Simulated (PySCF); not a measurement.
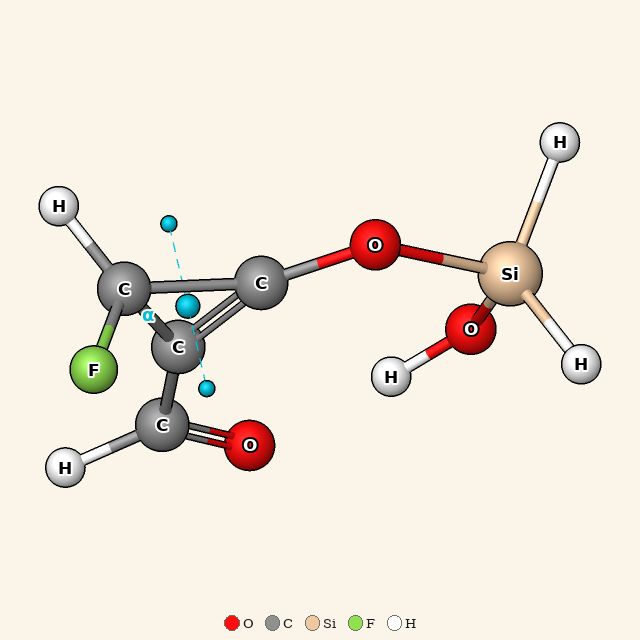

The small points mark where nucleus-independent chemical shifts (NICS) were computed: at the centre of each lettered ring and 1 Å above and below it. Computed geometry: GFN2-xTB optimisation. No frequency run is at hand to confirm it as a minimum. Properties computed with GIAO PBE0/pcSseg-1 NMR shielding, non-relativistic, gas phase (PySCF 2.14.0).

Give NICS(0), NICS(1) and the out-of-plane component NICS(1)zz for each ring (means of the two sides).

| ring | members | NICS(0) | NICS(1) | NICS(1)zz |
| --- | --- | --- | --- | --- |
| α | C3 | −25.6 | −7.6 | −11.9 |

Values in ppm.

The geometry is semi-empirical. Around Si such bond lengths and angles can be off by a tenth of an ångström or more and by several degrees, and values that hang on the shape move with them.
